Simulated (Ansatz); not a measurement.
# BFH2: rigid scan of one bond length, by script

How does the energy of BFH2 change as one bond is stretched? The task is a rigid scan of one bond length, for BFH2.

Computed with the Python package of Ansatz 0.2.0. Level of theory: PBE0/def2-SVP.

## (1) The structure

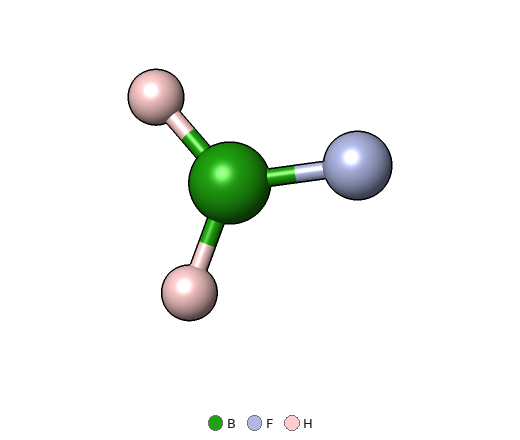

The starting structure, viewed from a chosen angle; boron green, fluorine light blue, hydrogen pink.

Input file bfh2.xyz:

```xyz
4

B    -0.01370   -0.03940   -0.02660
F     1.14810   -0.29350    0.68480
H    -1.07340   -0.62180    0.15300
H    -0.00540    0.89450   -0.83160
```

## (2) Script

Contents of scan.py:

```python
"""Stretching a bond of BFH2, the rest held rigid."""

import ansatz as az
import numpy as np


def main() -> None:
    mol = az.Crystal.molecule_from_extxyz("bfh2.xyz")

    symbols = [site.symbol for site in mol.cartesian_sites]
    start = np.array([site.position_ang for site in mol.cartesian_sites])
    axis = (start[3] - start[0]) / np.linalg.norm(start[3] - start[0])
    moving = [3]
    lengths, energies = [1.085, 1.134, 1.184, 1.233, 1.282, 1.332, 1.381, 1.455], []
    for length in lengths:
        xyz = start.copy()
        xyz[moving] += (length - np.linalg.norm(start[3] - start[0])) * axis
        point = az.Crystal.molecule()
        for symbol, place in zip(symbols, xyz):
            point = point.atom(symbol, place.tolist())
        calc = (
            point.calculation()
            .basis(gaussian="def2-SVP")  # the orbital basis, by name
            .functional("pbe0")
        )
        data = calc.run().report
        energies.append(data["free_energy_ev"])
        print(f"r = {length:6.3f} A  E = {energies[-1]:.5f} eV  <S^2> = {abs(data['mean_field']['state']['spin_squared']):.3f}")

    # quartic fit about the minimum
    fit = np.polynomial.Polynomial.fit(lengths, np.array(energies) - min(energies), 4).convert()
    roots = [r.real for r in fit.deriv().roots() if abs(r.imag) < 1e-9 and fit.deriv(2)(r.real) > 0]
    r_e = min(roots, key=lambda r: abs(r - lengths[int(np.argmin(energies))]))
    print(f"minimum of the fit at {r_e:.4f} A, force constant {fit.deriv(2)(r_e):.2f} eV/A^2")


if __name__ == "__main__":
    main()
```

## (3) What the engine is handed

The engine receives this input (first run):

```yaml
crystal:
  periodic: [false, false, false]
  atoms:
    - { symbol: B, position_ang: [-0.0137, -0.0394, -0.0266] }
    - { symbol: F, position_ang: [1.1481, -0.2935, 0.6848] }
    - { symbol: H, position_ang: [-1.0734, -0.6218, 0.153] }
    - { symbol: H, position_ang: [-0.006396207047132761, 0.7824087034557488, -0.734979918922666] }
basis:
  gaussian:
    orbitals: def2-SVP
hamiltonian:
  xc: pbe0
```

## (4) Running it

On the command line:

```
> python scan.py
```

Output:

```text
r =  1.085 A  E = -3419.77873 eV  <S^2> = 0.000
r =  1.134 A  E = -3419.92802 eV  <S^2> = 0.000
r =  1.184 A  E = -3419.99587 eV  <S^2> = 0.000
r =  1.233 A  E = -3419.99681 eV  <S^2> = 0.000
r =  1.282 A  E = -3419.94667 eV  <S^2> = 0.000
r =  1.332 A  E = -3419.85438 eV  <S^2> = 0.000
r =  1.381 A  E = -3419.73277 eV  <S^2> = 0.000
r =  1.455 A  E = -3419.50648 eV  <S^2> = 0.000
minimum of the fit at 1.2088 A, force constant 24.00 eV/A^2
```

Wall time 2 s (1 thread of Intel Xeon 6975P-C (Granite Rapids), shared host); peak memory 0.16 GiB.

## (5) Inputs of later runs

The engine's inputs for some of the other runs:

Run 3, against run 1:

```diff
@@ -7 +7 @@
-    - { symbol: H, position_ang: [-0.006396207047132761, 0.7824087034557488, -0.734979918922666] }
+    - { symbol: H, position_ang: [-0.005729778012723677, 0.8573940137249829, -0.7996155059948723] }
```

Run 7, against run 1:

```diff
@@ -7 +7 @@
-    - { symbol: H, position_ang: [-0.006396207047132761, 0.7824087034557488, -0.734979918922666] }
+    - { symbol: H, position_ang: [-0.00440365155031368, 1.0066072068869945, -0.9282337954213841] }
```

Run 8, against run 1:

```diff
@@ -7 +7 @@
-    - { symbol: H, position_ang: [-0.006396207047132761, 0.7824087034557488, -0.734979918922666] }
+    - { symbol: H, position_ang: [-0.003905512676108909, 1.062656832744806, -0.9765472645460637] }
```

## (6) What each run gave

The 8 runs, in the order started:

```csv
run,distance (Å),energy from run 4 (eV),SCF cycles,CPU time (s)
1,1.08,0.2181,12,0.26
2,1.13,0.0688,12,0.16
3,1.18,0.0009,12,0.18
4,1.23,0.0000,12,0.18
5,1.28,0.0501,12,0.18
6,1.33,0.1424,12,0.18
7,1.38,0.2640,12,0.16
8,1.46,0.4903,12,0.17
```

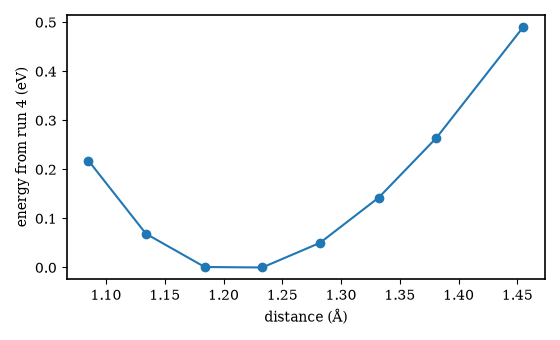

Energy against distance; lines join the points.

## (7) Outcome

| quantity | value |
| --- | --- |
| bond length at the fit's minimum | 1.2088 Å |
| runs compared | 8 |
| range of energy | 0.490 eV |
| lowest point, distance (Å) | 1.23 |

In words: The curve has its lowest point inside the range, at 1.23. The ends stand 0.218 and 0.49 eV above it. The distance scanned is the script's pair 0, 3. What to keep in mind:
- The rest of the molecule is held rigid at a force-field or estimated start geometry, and the basis set is modest; single-reference methods fail as a bond breaks.
- The orbitals are restricted, so S² is zero by construction.
